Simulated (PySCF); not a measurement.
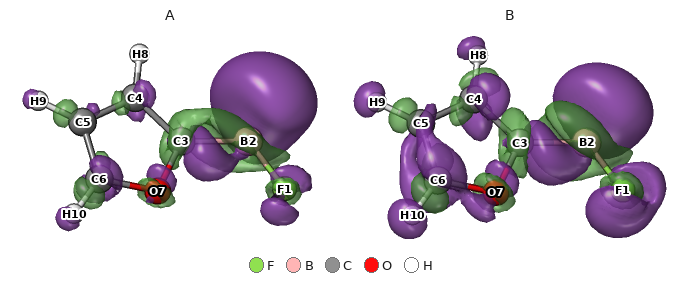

Figure 1: C₄H₃BFO, doublet, SMILES `F[B]c1ccco1`. The two Fukui functions at ±0.02 e/Å³ (purple positive, green negative).

PySCF calculation, TPSSh/6-311+G**, gas phase; geometry: GFN2-xTB. No frequency check shows the geometry to be a minimum. GFN2-xTB doesn't know the spin state, so this open-shell geometry is rough.

Cartesian coordinates (Å):

```
F1      -2.6392    0.2650    0.0000
B2      -1.7327   -0.6947    0.0000
C3      -0.2379   -0.3568    0.0000
C4       0.8796   -1.1707    0.0000
C5       2.0075   -0.3331    0.0000
C6       1.5153    0.9427    0.0000
O7       0.1883    0.9461    0.0000
H8       0.8718   -2.2419    0.0000
H9       3.0376   -0.6248    0.0000
H10      2.0129    1.8941    0.0000
```

Question: Which panel is f⁻ (electron removed) and which f⁺ (electron added)?

Answer: A is f⁺, B is f⁻. f⁻ (Hirshfeld-condensed) is largest on B2 (0.44); the vertical ionisation energy is 8.44 eV (to the singlet cation, which needn't be its lowest state). f⁺ (Hirshfeld-condensed) is largest on B2 (0.58); the vertical electron affinity is 0.03 eV (to the singlet anion, which needn't be its lowest state; the anion's highest orbital has positive energy, so this value and f⁺ depend on the basis).
